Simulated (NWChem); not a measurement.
# One shape, several levels: C5H8 (isoprene)

We compute a comparison of 6 runs (HF/STO-3G, HF/3-21G, M06-2X/cc-pVDZ, B3LYP/6-31G*, PBE0/cc-pVDZ) of C5H8 (isoprene). 

The calculation is run with NWChem 7.3.0.

1 further run of the same task is left out (set aside as unsound or not needed).

## 1. The molecule

The species is C5H8 (13 atoms), meant as a singlet with charge 0. SMILES: `C=CC(=C)C`. The C2–C3 distance was set to 1.897 Å, away from the relaxed value.

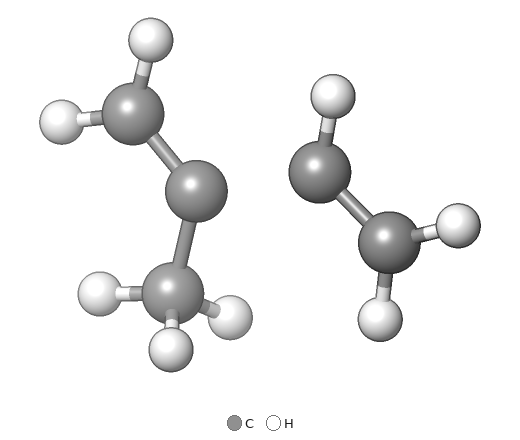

The structure, seen from a chosen angle (carbon grey, hydrogen white).

## 2. A single-point energy at HF/STO-3G (run 1)

mymol.xyz

```xyz
13

C     -2.367119     0.177101    -0.386750
C     -1.392569     0.607921     0.412300
C      0.437750     0.129440     0.277840
C      1.318130     0.634550     1.146700
C      0.854270    -0.810460    -0.808650
H     -3.391619     0.498301    -0.243630
H     -2.179559    -0.506819    -1.206790
H     -1.637719     1.293821     1.219880
H      1.005270     1.315640     1.930610
H      2.371510     0.383350     1.100100
H      1.926500    -1.002680    -0.769950
H      0.613330    -0.401390    -1.794270
H      0.329890    -1.766670    -0.722260
```

mymol.nw

```
start mymol
memory stack 880 mb heap 220 mb global 1100 mb

geometry units angstroms noautosym nocenter noautoz
  load format xyz mymol.xyz
end

basis spherical bse
  C library STO-3G
  H library STO-3G
end

scf
  thresh 1e-08
  maxiter 80
  print low
end

task scf energy
```

Launch:

```sh
nwchem mymol.nw > mymol.out
```

What it wrote:

```text
[...]
  functions       =    33
[...]
  wavefunction    = RHF
[...]
         Total SCF energy =   -191.530389997364
      One-electron energy =   -558.849866744542
      Two-electron energy =    215.852643101346
 Nuclear repulsion energy =    151.466833645832
        Time for solution =      1.5s
 Task  times  cpu:        1.6s     wall:        1.6s
[...]
```

Run time: 2.1 s. Hardware: 1 thread of AMD EPYC 9R45 (Zen 5), shared host; peak memory 0.1 GiB.

## 3. A single-point energy at HF/3-21G (run 2)

mymol.nw

```
start mymol
title "C5H8"
memory 2200 mb
geometry noautosym nocenter noautoz
  C    -2.367119    0.177101   -0.386750
  C    -1.392569    0.607921    0.412300
  C     0.437750    0.129440    0.277840
  C     1.318130    0.634550    1.146700
  C     0.854270   -0.810460   -0.808650
  H    -3.391619    0.498301   -0.243630
  H    -2.179559   -0.506819   -1.206790
  H    -1.637719    1.293821    1.219880
  H     1.005270    1.315640    1.930610
  H     2.371510    0.383350    1.100100
  H     1.926500   -1.002680   -0.769950
  H     0.613330   -0.401390   -1.794270
  H     0.329890   -1.766670   -0.722260
end
basis spherical bse
  * library 3-21G
end
scf
  thresh 1e-08
  maxiter 80
  noprint "final vectors analysis"
end
task scf
```

Launch:

```sh
nwchem mymol.nw > mymol.out
```

What it wrote:

```text
[...]
  functions       =    61
[...]
  wavefunction    = RHF
[...]
         Total SCF energy =   -192.822920883603
      One-electron energy =   -558.429520558270
      Two-electron energy =    214.139766028834
 Nuclear repulsion energy =    151.466833645832
        Time for solution =      1.9s
[...]
```

It took 2.5 s on 1 thread of AMD EPYC 9R45 (Zen 5), shared host; peak memory 0.1 GiB.

Runs 3 to 4 aren't shown in full; the table further down has their settings and results.

## 4. A single-point energy at B3LYP/6-31G(d) (Cartesian functions) (run 5)

run.py

```python
from ase import Atoms
from ase.calculators.nwchem import NWChem

molecule = Atoms(['C', 'C', 'C', 'C', 'C', 'H', 'H', 'H', 'H', 'H', 'H', 'H', 'H'], positions=[
    [-2.367119, 0.177101, -0.386750],
    [-1.392569, 0.607921, 0.412300],
    [0.437750, 0.129440, 0.277840],
    [1.318130, 0.634550, 1.146700],
    [0.854270, -0.810460, -0.808650],
    [-3.391619, 0.498301, -0.243630],
    [-2.179559, -0.506819, -1.206790],
    [-1.637719, 1.293821, 1.219880],
    [1.005270, 1.315640, 1.930610],
    [2.371510, 0.383350, 1.100100],
    [1.926500, -1.002680, -0.769950],
    [0.613330, -0.401390, -1.794270],
    [0.329890, -1.766670, -0.722260],
])

calc = NWChem(
    label='c5h8',
    theory='dft',
    memory='2200 mb',
    basis='6-31G*',
    dft={'xc': 'b3lyp', 'mult': '1', 'grid': 'fine', 'convergence': 'energy 1e-08', 'iterations': '100', 'mulliken': None},
    task='energy',
)
molecule.calc = calc

e = molecule.get_potential_energy()
print(f"E = {e:.6f} eV")
print("dipole (e A):", molecule.get_dipole_moment().round(4))
```

Launch:

```sh
export ASE_NWCHEM_COMMAND="nwchem PREFIX.nwi > PREFIX.nwo"
python run.py
```

What it wrote:

```text
E = -5313.184154 eV
dipole (e A): [ 0.0065 -0.0433 -0.0536]
```

The calculator wrote c5h8.nwi:

```
title "c5h8"

permanent_dir c5h8

scratch_dir c5h8

start c5h8

geometry units angstrom nocenter noautosym noautoz
  C  -2.3671190000000002e+00 1.7710100000000001e-01 -3.8674999999999998e-01
  C  -1.3925689999999999e+00 6.0792100000000004e-01 4.1230000000000000e-01
  C  4.3774999999999997e-01 1.2944000000000000e-01 2.7783999999999998e-01
  C  1.3181300000000000e+00 6.3454999999999995e-01 1.1467000000000001e+00
  C  8.5426999999999997e-01 -8.1045999999999996e-01 -8.0864999999999998e-01
  H  -3.3916189999999999e+00 4.9830099999999999e-01 -2.4363000000000001e-01
  H  -2.1795589999999998e+00 -5.0681900000000002e-01 -1.2067900000000000e+00
  H  -1.6377189999999999e+00 1.2938210000000001e+00 1.2198800000000001e+00
  H  1.0052700000000001e+00 1.3156399999999999e+00 1.9306099999999999e+00
  H  2.3715099999999998e+00 3.8335000000000002e-01 1.1001000000000001e+00
  H  1.9265000000000001e+00 -1.0026800000000000e+00 -7.6995000000000002e-01
  H  6.1333000000000004e-01 -4.0139000000000002e-01 -1.7942700000000000e+00
  H  3.2989000000000002e-01 -1.7666700000000000e+00 -7.2226000000000001e-01
end

memory 2200 mb

basis noprint
   * library 6-31G*
end

dft
  xc b3lyp
  mult 1
  grid fine
  convergence energy 1e-08
  iterations 100
  mulliken
end

task dft energy
```

c5h8.nwo, cut to the lines that bear on the results:

```text
[...]
      One electron energy =     -560.841755391536
[... 1 line left out ...]
    Exchange-Corr. energy =      -29.942019917168
[... 6 lines left out ...]
                       DFT Final Molecular Orbital Analysis
[... 649 lines left out ...]
     -------------------------------------------
[...]
```

Wall time 13 s (1 thread of AMD EPYC 9R45 (Zen 5), shared host); peak memory 0.12 GiB.

## 5. A single-point energy at PBE0/cc-pVDZ (run 6)

run.py, as its differences from that of step 4:

```diff
@@ -20,7 +20,8 @@
 calc = NWChem(
-    label='c5h8',
+    label='calc',
     theory='dft',
     memory='2200 mb',
-    basis='6-31G*',
-    dft={'xc': 'b3lyp', 'mult': '1', 'grid': 'fine', 'convergence': 'energy 1e-08', 'iterations': '100', 'mulliken': None},
+    basis='cc-pVDZ',
+    basispar='spherical bse',
+    dft={'xc': 'pbe0', 'mult': '1', 'grid': 'fine', 'convergence': 'energy 1e-08', 'iterations': '100', 'mulliken': None},
     task='energy',
```

Launch:

```sh
export ASE_NWCHEM_COMMAND="nwchem PREFIX.nwi > PREFIX.nwo"
python run.py
```

What it wrote:

```text
E = -5306.602122 eV
dipole (e A): [ 0.0082 -0.0508 -0.0626]
```

The calculator wrote calc.nwi:

```
title "calc"

permanent_dir calc

scratch_dir calc

start calc

geometry units angstrom nocenter noautosym noautoz
  C  -2.3671190000000002e+00 1.7710100000000001e-01 -3.8674999999999998e-01
  C  -1.3925689999999999e+00 6.0792100000000004e-01 4.1230000000000000e-01
  C  4.3774999999999997e-01 1.2944000000000000e-01 2.7783999999999998e-01
  C  1.3181300000000000e+00 6.3454999999999995e-01 1.1467000000000001e+00
  C  8.5426999999999997e-01 -8.1045999999999996e-01 -8.0864999999999998e-01
  H  -3.3916189999999999e+00 4.9830099999999999e-01 -2.4363000000000001e-01
  H  -2.1795589999999998e+00 -5.0681900000000002e-01 -1.2067900000000000e+00
  H  -1.6377189999999999e+00 1.2938210000000001e+00 1.2198800000000001e+00
  H  1.0052700000000001e+00 1.3156399999999999e+00 1.9306099999999999e+00
  H  2.3715099999999998e+00 3.8335000000000002e-01 1.1001000000000001e+00
  H  1.9265000000000001e+00 -1.0026800000000000e+00 -7.6995000000000002e-01
  H  6.1333000000000004e-01 -4.0139000000000002e-01 -1.7942700000000000e+00
  H  3.2989000000000002e-01 -1.7666700000000000e+00 -7.2226000000000001e-01
end

memory 2200 mb

basis spherical bse noprint
   * library cc-pVDZ
end

dft
  xc pbe0
  mult 1
  grid fine
  convergence energy 1e-08
  iterations 100
  mulliken
end

task dft energy
```

calc.nwo, cut to the lines that bear on the results:

```text
[...]
      One electron energy =     -560.678813364562
[... 1 line left out ...]
    Exchange-Corr. energy =      -29.696621582957
[... 6 lines left out ...]
                       DFT Final Molecular Orbital Analysis
[... 782 lines left out ...]
     -------------------------------------------
[...]
```

Run time: 23 s. Hardware: 1 thread of AMD EPYC 9R45 (Zen 5), shared host; peak memory 0.12 GiB.

## 6. The series

```csv
run,level,iteration cap,module,energy (Eh),wall time
1,HF/STO-3G,80,scf,-191.530390,2.1 s
2,HF/3-21G,80,scf,-192.822921,2.5 s
3,M06-2X/cc-pVDZ,100,dft,-195.161869,25 s
4,B3LYP/6-31G* (spherical functions),100,dft,-195.251893,25 s
5,B3LYP/6-31G* (Cartesian functions),100,dft,-195.255918,13 s
6,PBE0/cc-pVDZ,100,dft,-195.014033,23 s
```

## 7. Summary of results

```
            quantity          value
 run 6: total energy  -195.01403 Eh
run 6: dipole moment         0.39 D
  run 6: HOMO energy       -7.01 eV
  run 6: LUMO energy       -0.03 eV
run 6: HOMO–LUMO gap        6.98 eV
```

What this shows: Over runs 2, 4, 5, 6 the dipole moment (its size) runs from 0.31 D (HF/3-21G) to 0.39 D (PBE0/cc-pVDZ). The two ends differ in method and basis. Over runs 4, 5, 6 the HOMO–LUMO gap runs from 6.61 eV (B3LYP/6-31G*) to 6.98 eV (PBE0/cc-pVDZ). Totals of different functionals can't be ranked against each other. In run 1 the basis is minimal, so the values are rough. All runs together took 90 s, the longest 25 s.
